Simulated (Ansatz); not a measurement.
# C3H8Si2: geometry relaxation (part 2 of 2)

The same run, continued: C3H8Si2, SMILES C=C=C[SiH2][SiH3]; RKS r2SCAN-D4/def2-SVP (Ansatz 0.2.0). It belongs to a series of runs on one base structure; here: end point A relaxed.

Geometry of the input (Å):
```
C  -1.3917  -0.4379  2.3263
C  -0.3984  -0.6073  1.5744
C  0.6267  -0.8155  0.8354
Si 0.6504  -0.7546  -0.9694
Si 0.3812  1.4007  -1.7394
H  -2.1780  -1.1573  2.4635
H  -1.5613  0.5645  2.8089
H  1.6512  -1.0365  1.2981
H  -0.5580  -1.5732  -1.4148
H  1.8225  -1.3694  -1.4912
H  -0.8824  2.0436  -1.2038
H  1.5528  2.2377  -1.2472
H  0.3054  1.4704  -3.2259
```

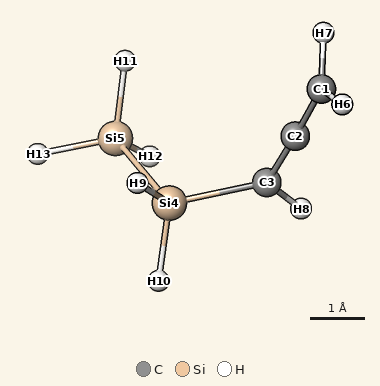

The geometry at step 20 of the log (ball-and-stick view, seen at a tilt; atoms are numbered from 1 in the order of the input).

Trajectory as extended XYZ, continued:
```
13
Properties=species:S:1:pos:R:3:forces:R:3 step=9 energy=-18984.03625
C    -1.4556   -0.4617    2.3536    0.0047   0.0216   0.0389
C    -0.3663   -0.6316    1.6453   -0.0352   0.0336  -0.0611
C     0.6834   -0.7891    0.8735    0.1568   0.0136   0.0246
Si    0.5616   -0.7791   -1.0039   -0.0128  -0.0248   0.0058
Si    0.4364    1.4412   -1.7591    0.0032   0.0165   0.0012
H    -2.0421   -1.3175    2.7021   -0.0367  -0.0368   0.0274
H    -1.8016    0.5411    2.6313    0.0073  -0.0198  -0.0091
H     1.6797   -0.8787    1.3400   -0.0932   0.0008  -0.0331
H    -0.6541   -1.5272   -1.4503   -0.0030   0.0120   0.0087
H     1.7711   -1.4509   -1.5729    0.0038   0.0033  -0.0011
H    -0.7828    2.0891   -1.1828    0.0036  -0.0039   0.0074
H     1.6377    2.2124   -1.3112   -0.0013  -0.0101   0.0037
H     0.3529    1.5170   -3.2506    0.0028  -0.0060  -0.0133
13
Properties=species:S:1:pos:R:3:forces:R:3 step=10 energy=-18984.03729
C    -1.4578   -0.4724    2.3568    0.0196   0.0643   0.0300
C    -0.3698   -0.6250    1.6410   -0.0653   0.0073   0.0105
C     0.6834   -0.7750    0.8724    0.1587   0.0013   0.0242
Si    0.5561   -0.7772   -1.0050   -0.0063  -0.0186   0.0084
Si    0.4446    1.4418   -1.7655   -0.0046   0.0066   0.0040
H    -2.0272   -1.3377    2.7129   -0.0208  -0.0136   0.0055
H    -1.8182    0.5265    2.6372    0.0228  -0.0709  -0.0264
H     1.6789   -0.8554    1.3447   -0.1196   0.0151  -0.0631
H    -0.6695   -1.5182   -1.4382    0.0120   0.0165   0.0080
H     1.7586   -1.4579   -1.5798   -0.0051  -0.0009   0.0084
H    -0.7732    2.0944   -1.1912    0.0060   0.0000   0.0018
H     1.6486    2.2058   -1.3129    0.0001  -0.0070   0.0001
H     0.3659    1.5155   -3.2574    0.0025   0.0000  -0.0113
13
Properties=species:S:1:pos:R:3:forces:R:3 step=11 energy=-18984.03794
C    -1.4604   -0.4891    2.3614    0.0098   0.0684   0.0373
C    -0.3709   -0.6226    1.6435   -0.0593   0.0030   0.0181
C     0.6840   -0.7563    0.8738    0.1787  -0.0098   0.0460
Si    0.5471   -0.7734   -1.0034   -0.0027  -0.0202   0.0083
Si    0.4540    1.4429   -1.7753    0.0032   0.0049   0.0096
H    -2.0114   -1.3653    2.7226   -0.0056   0.0115  -0.0052
H    -1.8406    0.5040    2.6394    0.0339  -0.0979  -0.0349
H     1.6832   -0.8184    1.3452   -0.1697   0.0222  -0.0905
H    -0.6910   -1.5032   -1.4208    0.0225   0.0171   0.0101
H     1.7391   -1.4717   -1.5811   -0.0177   0.0067   0.0136
H    -0.7586    2.1077   -1.2035    0.0087  -0.0016  -0.0028
H     1.6645    2.1948   -1.3194   -0.0017  -0.0024  -0.0031
H     0.3812    1.5158   -3.2676    0.0000  -0.0019  -0.0066
13
Properties=species:S:1:pos:R:3:forces:R:3 step=12 energy=-18984.03868
C    -1.4622   -0.5103    2.3704   -0.0158   0.0489   0.0281
C    -0.3727   -0.6229    1.6486   -0.0253  -0.0033   0.0135
C     0.6832   -0.7372    0.8757    0.1676  -0.0003   0.0729
Si    0.5346   -0.7670   -1.0010    0.0228  -0.0312   0.0206
Si    0.4688    1.4458   -1.7869   -0.0112   0.0007   0.0069
H    -1.9970   -1.3972    2.7331    0.0226   0.0399  -0.0105
H    -1.8647    0.4756    2.6440    0.0434  -0.1053  -0.0358
H     1.6870   -0.7746    1.3431   -0.2149   0.0162  -0.1074
H    -0.7160   -1.4862   -1.4009    0.0321   0.0293   0.0072
H     1.7153   -1.4855   -1.5796   -0.0303   0.0121   0.0144
H    -0.7394    2.1224   -1.2192    0.0120   0.0036  -0.0074
H     1.6847    2.1902   -1.3324   -0.0027  -0.0089  -0.0026
H     0.3988    1.5122   -3.2800   -0.0001  -0.0018   0.0002
13
Properties=species:S:1:pos:R:3:forces:R:3 step=13 energy=-18984.03956
C    -1.4678   -0.5434    2.3827   -0.0163  -0.0062   0.0408
C    -0.3783   -0.6256    1.6559    0.0141  -0.0073  -0.0035
C     0.6792   -0.7107    0.8792    0.1463   0.0213   0.1257
Si    0.5230   -0.7563   -0.9963   -0.0084  -0.0400   0.0143
Si    0.4851    1.4496   -1.8054    0.0219   0.0014   0.0098
H    -1.9715   -1.4461    2.7573    0.0552   0.0953  -0.0393
H    -1.9007    0.4305    2.6531    0.0477  -0.1071  -0.0436
H     1.6873   -0.7084    1.3429   -0.2690   0.0024  -0.1246
H    -0.7476   -1.4499   -1.3796    0.0459   0.0158   0.0120
H     1.6854   -1.5069   -1.5747   -0.0472   0.0356   0.0166
H    -0.7092    2.1574   -1.2451    0.0183  -0.0136  -0.0089
H     1.7163    2.1716   -1.3554   -0.0070   0.0057  -0.0102
H     0.4191    1.5032   -3.2998   -0.0014  -0.0033   0.0109
13
Properties=species:S:1:pos:R:3:forces:R:3 step=14 energy=-18984.03864 accepted=F
C    -1.4630   -0.5793    2.4154   -0.1143  -0.0082  -0.1103
C    -0.3826   -0.6277    1.6702    0.0189  -0.0167   0.0150
C     0.6692   -0.6809    0.8811    0.0982   0.0064   0.1902
Si    0.4990   -0.7449   -0.9915    0.0519  -0.0380   0.0025
Si    0.5146    1.4538   -1.8230   -0.0401   0.0046   0.0109
H    -1.9392   -1.4985    2.7922    0.1106   0.1608  -0.0353
H    -1.9562    0.3797    2.6410    0.1299  -0.1606   0.0229
H     1.6811   -0.6404    1.3346   -0.2655   0.0215  -0.1257
H    -0.7839   -1.4238   -1.3590    0.0435   0.0333   0.0072
H     1.6483   -1.5124   -1.5750   -0.0557   0.0157   0.0295
H    -0.6674    2.1860   -1.2661    0.0292  -0.0011  -0.0208
H     1.7581    2.1637   -1.3869   -0.0085  -0.0171  -0.0050
H     0.4425    1.4898   -3.3182    0.0019  -0.0006   0.0188
13
Properties=species:S:1:pos:R:3:forces:R:3 step=15 energy=-18984.04109
C    -1.4746   -0.5586    2.3870    0.0042  -0.0346   0.1150
C    -0.3874   -0.6297    1.6570    0.0172  -0.0062  -0.0175
C     0.6679   -0.7019    0.8771    0.1080   0.0347   0.0849
Si    0.5118   -0.7531   -0.9966    0.0431  -0.0219   0.0141
Si    0.5023    1.4510   -1.8101   -0.0343   0.0040  -0.0087
H    -1.9538   -1.4645    2.7844    0.0330   0.0877  -0.0605
H    -1.9129    0.4105    2.6613    0.0142  -0.0710  -0.0540
H     1.6751   -0.6736    1.3357   -0.1956  -0.0119  -0.0852
H    -0.7569   -1.4468   -1.3795    0.0157   0.0261   0.0005
H     1.6724   -1.5037   -1.5742   -0.0240   0.0046   0.0125
H    -0.6884    2.1655   -1.2519    0.0141   0.0040  -0.0069
H     1.7360    2.1750   -1.3710   -0.0001  -0.0166   0.0007
H     0.4290    1.4950   -3.3043    0.0046   0.0012   0.0049
13
Properties=species:S:1:pos:R:3:forces:R:3 step=16 energy=-18984.04430
C    -1.4715   -0.5846    2.4087    0.0121  -0.0059   0.0006
C    -0.3931   -0.6332    1.6650   -0.0139   0.0033  -0.0092
C     0.6555   -0.6782    0.8758   -0.0057  -0.0072   0.0053
Si    0.5027   -0.7442   -0.9956   -0.0080  -0.0145   0.0149
Si    0.5151    1.4532   -1.8238    0.0018  -0.0018  -0.0042
H    -1.9250   -1.4961    2.8146   -0.0086  -0.0020  -0.0118
H    -1.9448    0.3731    2.6542    0.0046  -0.0033   0.0164
H     1.6583   -0.6257    1.3257    0.0136   0.0232   0.0068
H    -0.7746   -1.4208   -1.3748   -0.0009   0.0004  -0.0043
H     1.6544   -1.5137   -1.5622   -0.0039  -0.0020  -0.0066
H    -0.6605    2.1910   -1.2660    0.0017   0.0039  -0.0023
H     1.7630    2.1542   -1.3891    0.0044   0.0041  -0.0034
H     0.4408    1.4903   -3.3176    0.0030   0.0018  -0.0022
13
Properties=species:S:1:pos:R:3:forces:R:3 step=17 energy=-18984.04609
C    -1.4742   -0.6335    2.4392    0.0314  -0.0226  -0.0864
C    -0.4043   -0.6386    1.6790   -0.0010  -0.0013  -0.0045
C     0.6386   -0.6382    0.8783   -0.0953   0.0175   0.0753
Si    0.4804   -0.7298   -0.9898   -0.0108   0.0260  -0.0122
Si    0.5454    1.4560   -1.8502   -0.0084   0.0053   0.0054
H    -1.8958   -1.5642    2.8404    0.0455   0.0585   0.0038
H    -1.9845    0.3070    2.6824    0.0092  -0.0438   0.0089
H     1.6410   -0.5217    1.3165    0.0244  -0.0167   0.0266
H    -0.8130   -1.3817   -1.3555   -0.0032  -0.0058  -0.0024
H     1.6142   -1.5290   -1.5518   -0.0057  -0.0084  -0.0004
H    -0.6094    2.2334   -1.2999    0.0177  -0.0065  -0.0122
H     1.8130    2.1312   -1.4290   -0.0057  -0.0028  -0.0042
H     0.4692    1.4743   -3.3445    0.0019   0.0005   0.0024
13
Properties=species:S:1:pos:R:3:forces:R:3 step=18 energy=-18984.04651
C    -1.4824   -0.6767    2.4586    0.1068  -0.0432  -0.0821
C    -0.4179   -0.6429    1.6882    0.0167   0.0025  -0.0045
C     0.6216   -0.6014    0.8806   -0.1557  -0.0250   0.1706
Si    0.4625   -0.7135   -0.9851   -0.0167   0.0333  -0.0381
Si    0.5717    1.4610   -1.8754   -0.0109   0.0147   0.0257
H    -1.8536   -1.6210    2.8862    0.0600   0.1551  -0.0739
H    -2.0265    0.2473    2.6988    0.0299  -0.0990   0.0043
H     1.6239   -0.4510    1.3128   -0.0355   0.0071   0.0187
H    -0.8441   -1.3438   -1.3413   -0.0020  -0.0068  -0.0020
H     1.5799   -1.5414   -1.5401   -0.0099  -0.0017   0.0030
H    -0.5654    2.2728   -1.3334    0.0391  -0.0241  -0.0241
H     1.8557    2.1137   -1.4648   -0.0217  -0.0094  -0.0073
H     0.4951    1.4621   -3.3701   -0.0002  -0.0035   0.0097
13
Properties=species:S:1:pos:R:3:forces:R:3 step=19 energy=-18984.04742
C    -1.4800   -0.6649    2.4525    0.0669  -0.0371  -0.0577
C    -0.4143   -0.6420    1.6859    0.0095   0.0044  -0.0072
C     0.6255   -0.6117    0.8809   -0.1037  -0.0159   0.0999
Si    0.4667   -0.7166   -0.9857   -0.0105   0.0239  -0.0254
Si    0.5647    1.4600   -1.8689   -0.0103   0.0097   0.0151
H    -1.8642   -1.6046    2.8731    0.0395   0.0930  -0.0406
H    -2.0135    0.2628    2.6955    0.0075  -0.0529   0.0107
H     1.6275   -0.4736    1.3153   -0.0025   0.0066   0.0232
H    -0.8349   -1.3548   -1.3455   -0.0076  -0.0037  -0.0018
H     1.5885   -1.5363   -1.5424   -0.0018  -0.0067  -0.0004
H    -0.5774    2.2624   -1.3267    0.0229  -0.0112  -0.0152
H     1.8433    2.1201   -1.4556   -0.0111  -0.0067  -0.0044
H     0.4886    1.4643   -3.3633    0.0014  -0.0032   0.0039
13
Properties=species:S:1:pos:R:3:forces:R:3 step=20 energy=-18984.04824
C    -1.4800   -0.6731    2.4548    0.0520  -0.0052  -0.0381
C    -0.4160   -0.6434    1.6881    0.0032   0.0071  -0.0052
C     0.6222   -0.6063    0.8831   -0.0650  -0.0075   0.0395
Si    0.4631   -0.7117   -0.9838   -0.0169   0.0140  -0.0173
Si    0.5679    1.4613   -1.8735    0.0018   0.0045   0.0094
H    -1.8589   -1.6138    2.8723    0.0144   0.0299  -0.0097
H    -2.0144    0.2512    2.7047   -0.0129  -0.0263   0.0076
H     1.6225   -0.4612    1.3174    0.0220  -0.0004   0.0280
H    -0.8401   -1.3474   -1.3428   -0.0070  -0.0019   0.0013
H     1.5814   -1.5374   -1.5385    0.0018  -0.0031  -0.0032
H    -0.5706    2.2716   -1.3378    0.0110  -0.0068  -0.0077
H     1.8487    2.1168   -1.4612   -0.0057  -0.0016  -0.0036
H     0.4944    1.4586   -3.3678    0.0014  -0.0027  -0.0009
13
Properties=species:S:1:pos:R:3:forces:R:3 step=21 energy=-18984.04920
C    -1.4771   -0.7003    2.4697   -0.0210   0.0142  -0.0350
C    -0.4188   -0.6458    1.6991    0.0007   0.0161   0.0038
C     0.6137   -0.5846    0.8911    0.0546  -0.0043  -0.0196
Si    0.4461   -0.6950   -0.9758    0.0136  -0.0112  -0.0089
Si    0.5850    1.4657   -1.8904   -0.0149  -0.0005   0.0020
H    -1.8384   -1.6500    2.8773   -0.0009  -0.0310   0.0278
H    -2.0350    0.2085    2.7207   -0.0146   0.0069   0.0233
H     1.6143   -0.4243    1.3233   -0.0196  -0.0023  -0.0025
H    -0.8643   -1.3225   -1.3261   -0.0013   0.0178   0.0063
H     1.5517   -1.5386   -1.5310   -0.0014   0.0004   0.0029
H    -0.5448    2.2980   -1.3732   -0.0002   0.0052  -0.0021
H     1.8714    2.1134   -1.4849    0.0027  -0.0075   0.0028
H     0.5165    1.4406   -3.3849    0.0022  -0.0039  -0.0007
13
Properties=species:S:1:pos:R:3:forces:R:3 step=22 energy=-18984.04942
C    -1.4847   -0.7500    2.4830    0.0173   0.0405   0.0619
C    -0.4313   -0.6515    1.7096   -0.0037   0.0232   0.0198
C     0.5969   -0.5481    0.9003    0.1298   0.0251  -0.0167
Si    0.4226   -0.6706   -0.9664    0.0301  -0.0170  -0.0125
Si    0.6129    1.4725   -1.9187   -0.0303  -0.0098  -0.0044
H    -1.7978   -1.7128    2.9008   -0.0092  -0.0228  -0.0047
H    -2.0627    0.1389    2.7636   -0.0159  -0.0296  -0.0362
H     1.5948   -0.3480    1.3318   -0.1328  -0.0416  -0.0516
H    -0.9033   -1.2752   -1.3040    0.0221   0.0315   0.0133
H     1.5074   -1.5461   -1.5192   -0.0220   0.0205   0.0156
H    -0.5008    2.3448   -1.4306    0.0134  -0.0092  -0.0066
H     1.9119    2.1003   -1.5218    0.0011  -0.0112   0.0062
H     0.5544    1.4111   -3.4135    0.0002   0.0004   0.0159
13
Properties=species:S:1:pos:R:3:forces:R:3 step=23 energy=-18984.05021
C    -1.4787   -0.7578    2.4913   -0.0283   0.0495  -0.0075
C    -0.4282   -0.6512    1.7148   -0.0081   0.0253   0.0256
C     0.5974   -0.5402    0.9031    0.1183   0.0080  -0.0163
Si    0.4213   -0.6656   -0.9632   -0.0130  -0.0220  -0.0091
Si    0.6125    1.4737   -1.9234    0.0108  -0.0124   0.0015
H    -1.7876   -1.7239    2.9039   -0.0022  -0.0291   0.0111
H    -2.0785    0.1229    2.7525    0.0194  -0.0322  -0.0016
H     1.5946   -0.3374    1.3326   -0.1096  -0.0162  -0.0425
H    -0.9114   -1.2569   -1.2976    0.0252   0.0121   0.0176
H     1.4979   -1.5522   -1.5146   -0.0227   0.0333   0.0083
H    -0.4942    2.3589   -1.4417    0.0144  -0.0237  -0.0031
H     1.9171    2.0889   -1.5247   -0.0019   0.0067  -0.0022
H     0.5583    1.4059   -3.4181   -0.0023   0.0007   0.0181
13
Properties=species:S:1:pos:R:3:forces:R:3 step=24 energy=-18984.05103
C    -1.4780   -0.7619    2.4923   -0.0095   0.0284   0.0039
C    -0.4308   -0.6406    1.7139    0.0077  -0.0269  -0.0090
C     0.5921   -0.5306    0.8979    0.0082   0.0102   0.0049
Si    0.4143   -0.6661   -0.9656    0.0055   0.0206   0.0060
Si    0.6201    1.4700   -1.9248    0.0000  -0.0086   0.0034
H    -1.7707   -1.7335    2.9057    0.0029  -0.0027   0.0024
H    -2.0865    0.1102    2.7582   -0.0085  -0.0097   0.0052
H     1.5850   -0.3177    1.3236    0.0001   0.0009  -0.0008
H    -0.9194   -1.2526   -1.2915   -0.0135  -0.0064  -0.0064
H     1.4887   -1.5528   -1.5136    0.0046  -0.0091  -0.0065
H    -0.4865    2.3530   -1.4423    0.0034  -0.0013  -0.0010
H     1.9246    2.0816   -1.5199   -0.0030   0.0014  -0.0041
H     0.5675    1.4062   -3.4189    0.0022   0.0031   0.0022
13
Properties=species:S:1:pos:R:3:forces:R:3 step=25 energy=-18984.05119
C    -1.4781   -0.7660    2.4947    0.0030  -0.0061  -0.0004
C    -0.4318   -0.6426    1.7149    0.0006   0.0031  -0.0022
C     0.5903   -0.5262    0.8986   -0.0006   0.0017   0.0007
Si    0.4121   -0.6639   -0.9650    0.0005  -0.0010   0.0007
Si    0.6238    1.4696   -1.9271    0.0009  -0.0002   0.0011
H    -1.7634   -1.7390    2.9109   -0.0012   0.0027   0.0012
H    -2.0931    0.1016    2.7594   -0.0015  -0.0013   0.0007
H     1.5820   -0.3064    1.3235   -0.0008   0.0009   0.0005
H    -0.9242   -1.2467   -1.2908   -0.0005   0.0001  -0.0004
H     1.4829   -1.5557   -1.5137   -0.0018  -0.0012  -0.0003
H    -0.4805    2.3559   -1.4457    0.0003   0.0006   0.0000
H     1.9293    2.0798   -1.5239    0.0003   0.0006  -0.0011
H     0.5712    1.4049   -3.4209    0.0006   0.0001  -0.0006
13
Properties=species:S:1:pos:R:3:forces:R:3 step=26 energy=-18984.05131
C    -1.4775   -0.7835    2.5023    0.0123  -0.0204  -0.0039
C    -0.4351   -0.6418    1.7195   -0.0082   0.0045   0.0053
C     0.5835   -0.5099    0.9006   -0.0113   0.0009   0.0172
Si    0.4021   -0.6553   -0.9621    0.0034  -0.0017   0.0004
Si    0.6351    1.4706   -1.9366   -0.0044   0.0002  -0.0016
H    -1.7436   -1.7628    2.9184    0.0043   0.0281  -0.0083
H    -2.1086    0.0722    2.7701    0.0127  -0.0118  -0.0073
H     1.5728   -0.2741    1.3233   -0.0107  -0.0021  -0.0039
H    -0.9405   -1.2278   -1.2814    0.0042   0.0028  -0.0014
H     1.4633   -1.5603   -1.5090   -0.0051   0.0019   0.0027
H    -0.4624    2.3705   -1.4648    0.0035  -0.0017  -0.0013
H     1.9452    2.0723   -1.5353   -0.0004  -0.0016   0.0007
H     0.5861    1.3952   -3.4302   -0.0004   0.0009   0.0012
13
Properties=species:S:1:pos:R:3:forces:R:3 step=27 energy=-18984.05134
C    -1.4778   -0.7888    2.5035    0.0211  -0.0122   0.0016
C    -0.4364   -0.6415    1.7206   -0.0092   0.0031   0.0031
C     0.5814   -0.5052    0.9014   -0.0235  -0.0014   0.0109
Si    0.4002   -0.6528   -0.9610   -0.0045  -0.0051  -0.0042
Si    0.6376    1.4704   -1.9399    0.0041   0.0031   0.0033
H    -1.7361   -1.7686    2.9225   -0.0024   0.0178  -0.0095
H    -2.1132    0.0633    2.7721    0.0105  -0.0087  -0.0081
H     1.5693   -0.2649    1.3236    0.0028   0.0035   0.0016
H    -0.9443   -1.2207   -1.2802    0.0025  -0.0012   0.0010
H     1.4578   -1.5625   -1.5067   -0.0020   0.0026   0.0014
H    -0.4570    2.3743   -1.4695    0.0014  -0.0015  -0.0003
H     1.9494    2.0680   -1.5379    0.0000   0.0017  -0.0012
H     0.5895    1.3942   -3.4334   -0.0008  -0.0019   0.0005
13
Properties=species:S:1:pos:R:3:forces:R:3 step=28 energy=-18984.05137
C    -1.4759   -0.7951    2.5079    0.0147  -0.0039  -0.0219
C    -0.4369   -0.6413    1.7231   -0.0068   0.0020   0.0029
C     0.5786   -0.4990    0.9024   -0.0235   0.0021   0.0063
Si    0.3960   -0.6498   -0.9597    0.0000  -0.0058  -0.0064
Si    0.6420    1.4701   -1.9433    0.0012   0.0050   0.0033
H    -1.7300   -1.7767    2.9232   -0.0018  -0.0044   0.0083
H    -2.1182    0.0520    2.7743    0.0057   0.0043  -0.0002
H     1.5652   -0.2510    1.3229    0.0091   0.0007   0.0027
H    -0.9500   -1.2144   -1.2781    0.0015   0.0007   0.0035
H     1.4499   -1.5646   -1.5041   -0.0004   0.0023   0.0020
H    -0.4496    2.3787   -1.4750    0.0002   0.0002  -0.0002
H     1.9555    2.0648   -1.5423    0.0006  -0.0001  -0.0004
H     0.5939    1.3914   -3.4366   -0.0006  -0.0031   0.0002
13
Properties=species:S:1:pos:R:3:forces:R:3 step=29 energy=-18984.05135 accepted=F
C    -1.4771   -0.7992    2.5076    0.0224   0.0182  -0.0039
C    -0.4390   -0.6422    1.7228   -0.0009  -0.0002   0.0020
C     0.5758   -0.4960    0.9021   -0.0060   0.0007  -0.0007
Si    0.3934   -0.6485   -0.9600    0.0127  -0.0004   0.0022
Si    0.6451    1.4713   -1.9437   -0.0107  -0.0018  -0.0069
H    -1.7271   -1.7798    2.9260   -0.0086  -0.0270   0.0099
H    -2.1173    0.0476    2.7788   -0.0077   0.0078  -0.0060
H     1.5621   -0.2453    1.3227   -0.0049  -0.0042  -0.0030
H    -0.9524   -1.2142   -1.2780    0.0026   0.0074   0.0016
H     1.4475   -1.5642   -1.5029   -0.0020   0.0033   0.0019
H    -0.4458    2.3823   -1.4779    0.0026  -0.0009  -0.0009
H     1.9593    2.0661   -1.5455    0.0000  -0.0056   0.0024
H     0.5960    1.3874   -3.4369    0.0005   0.0027   0.0014
13
Properties=species:S:1:pos:R:3:forces:R:3 step=30 energy=-18984.05140
C    -1.4764   -0.7967    2.5075    0.0114   0.0062  -0.0096
C    -0.4379   -0.6416    1.7228   -0.0028  -0.0015   0.0016
C     0.5773   -0.4977    0.9021   -0.0076  -0.0027   0.0037
Si    0.3952   -0.6492   -0.9599    0.0029  -0.0004   0.0006
Si    0.6427    1.4710   -1.9433   -0.0018  -0.0013  -0.0013
H    -1.7287   -1.7777    2.9252   -0.0044  -0.0097   0.0042
H    -2.1181    0.0504    2.7749    0.0016   0.0036   0.0003
H     1.5644   -0.2507    1.3230   -0.0010   0.0031  -0.0011
H    -0.9507   -1.2143   -1.2776    0.0013   0.0016   0.0007
H     1.4498   -1.5637   -1.5034   -0.0012   0.0021   0.0005
H    -0.4483    2.3812   -1.4763    0.0018  -0.0013  -0.0005
H     1.9569    2.0648   -1.5435   -0.0003  -0.0009  -0.0001
H     0.5941    1.3892   -3.4365   -0.0001   0.0011   0.0010
```
